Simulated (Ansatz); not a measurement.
**GaSiH5: single-point calculation**

GaSiH5, computed with RKS CAM-B3LYP-D4/def2-TZVPP (Ansatz 0.2.0).

The geometry comes from this level: PBE0-D4/def2-TZVP.

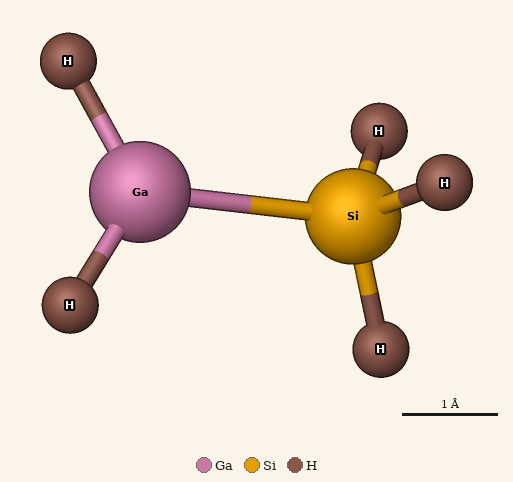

*The structure (ball-and-stick view, seen at a tilt). Sticks mark near contacts.*

### Key numbers

- outcome: converged
- total energy: −60340.0509 eV
- mean-field energy: −60339.9500 eV
- dispersion energy: −0.1008 eV
- SCF solution under orbital rotations: stable
- hardware: 4 threads of Arm Neoverse V1, 23 GiB of memory available, shared host
- wall time: 1.4 s (CPU time 4.7 s)
- peak memory: 0.43 GiB

### Input file
```yaml
crystal:
  periodic: [false, false, false]
  atoms:
    - {symbol: Ga, position_ang: [-1.287842, -0.017471, -0.477899]}
    - {symbol: Si, position_ang: [0.973507, -0.790517, -0.141495]}
    - {symbol: H, position_ang: [-1.644898, 0.940234, -1.673523]}
    - {symbol: H, position_ang: [-2.438116, -0.428208, 0.513243]}
    - {symbol: H, position_ang: [1.735925, -0.891818, -1.416507]}
    - {symbol: H, position_ang: [1.685428, 0.190184, 0.729672]}
    - {symbol: H, position_ang: [1.027345, -2.114112, 0.538497]}
basis:
  gaussian: {orbitals: def2-TZVPP}
hamiltonian: {xc: {name: CAM-B3LYP}, dispersion: d4}
```

Command:
```bash
ansatz run in.yaml --threads 4 --pin off --events-out ev --progress --plain --max-ram 9574MiB
```

### What the program printed
```
Functional definition: CAM-B3LYP
  name "CAM-B3LYP"
  cite "Yanai, Tew & Handy, Chem. Phys. Lett. 393, 51 (2004) doi:10.1016/j.cplett.2004.06.011"
  cite "Iikura, Tsuneda, Yanai & Hirao, J. Chem. Phys. 115, 3540 (2001) doi:10.1063/1.1383587"
  cite "Becke, Phys. Rev. A 38, 3098 (1988) doi:10.1103/PhysRevA.38.3098"
  cite "Lee, Yang & Parr, Phys. Rev. B 37, 785 (1988) doi:10.1103/PhysRevB.37.785"
  cite "Vosko, Wilk & Nusair, Can. J. Phys. 58, 1200 (1980) doi:10.1139/p80-159"
  parameter alpha = 0.19
  parameter beta = 0.46
  parameter omega = 0.33/bohr
  parameter ac = 0.81
  # Exact exchange under (alpha + beta erf(omega r))/r, Becke's under what is left of 1/r.
  exchange = (1 - alpha - beta)*b88_x + beta*b88_x_sr(omega) + alpha*exact_x + beta*exact_x_lr(omega)
  correlation = (1 - ac)*vwn5_c + ac*lyp_c
989 factors; their error is unknown
253 factors; integrals over basis functions are off by at most 1.4e-5 eV
mean field evaluation 1: about -60339.0638 eV, gradient 2.4e1 eV
mean field evaluation 2: about -60339.2333 eV, gradient 2.8e1 eV
mean field evaluation 4: about -60339.8020 eV, gradient 6.2e-1 eV
mean field evaluation 8: about -60339.9499 eV, gradient 1.3e-1 eV
mean field -60339.94989818 eV, -2217.4522588712 hartree, gradient 2.6e-5 eV, S^2 0.000000; 0 other end points of the search recorded, 0 dependent functions left out
reference -60339.95003079 eV, -2217.4522637445 hartree; 25, 25 occupied and 135, 135 virtual orbitals, 989 factors
Total energy: -60340.05085455 eV, -2217.4559689492 hartree
```
